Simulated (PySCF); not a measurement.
# C8H18GeO: the cost of one run

The runs use PySCF 2.14.0, with density-fitted response routines of our own; the level of theory stands in each step. All values are computed, except where a source is named. Atoms are numbered from 0 throughout.

**1. The molecule as given**

28 atoms, charge 0, multiplicity 1; geometry from: GFN2-xTB.

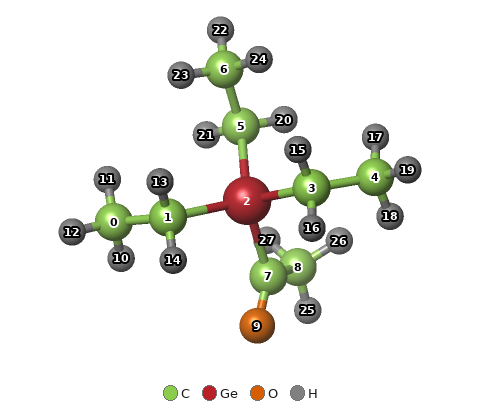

The starting geometry (carbon green, germanium red, oxygen orange, hydrogen grey), atoms numbered.

**2. Geometry optimisation at PBE0-D3(BJ)/def2-SVP**

What the job is given:

```
{"job": {"xc": "PBE0", "basis": "def2-SVP", "d3": "d3bj", "grid": 2, "kind": "geom"}, "charge": 0, "multiplicity": 1}
C      2.381820    -1.514340    -1.024290
C      1.957220    -0.065550    -0.831470
Ge     0.164170     0.124750     0.049460
C     -0.151460     2.085540     0.384060
C     -1.505380     2.394980     1.005310
C      0.083480    -0.904050     1.784530
C      1.126650    -0.428850     2.783600
C     -1.238170    -0.551870    -1.267240
C     -2.409860    -1.303200    -0.714340
O     -1.089600    -0.325210    -2.440350
H      1.654500    -2.043590    -1.637220
H      2.459850    -2.026540    -0.066600
H      3.349670    -1.569990    -1.520500
H      2.701780     0.467170    -0.237700
H      1.901580     0.431140    -1.800100
H      0.646510     2.450970     1.031660
H     -0.055060     2.607620    -0.567950
H     -1.620710     1.881000     1.957800
H     -2.310600     2.078280     0.344900
H     -1.612770     3.464530     1.181060
H     -0.912310    -0.804920     2.218230
H      0.233950    -1.963590     1.572690
H      1.075250    -1.007920     3.704550
H      2.127930    -0.533770     2.371550
H      0.970520     0.618720     3.030610
H     -3.101440    -1.601030    -1.499770
H     -2.916360    -0.670730     0.012930
H     -2.039120    -2.181370    -0.188060
```

**Question.** How long does this first job take on 8 threads of AMD EPYC 7B13 (Zen 3), shared host?

About 2.5 min.
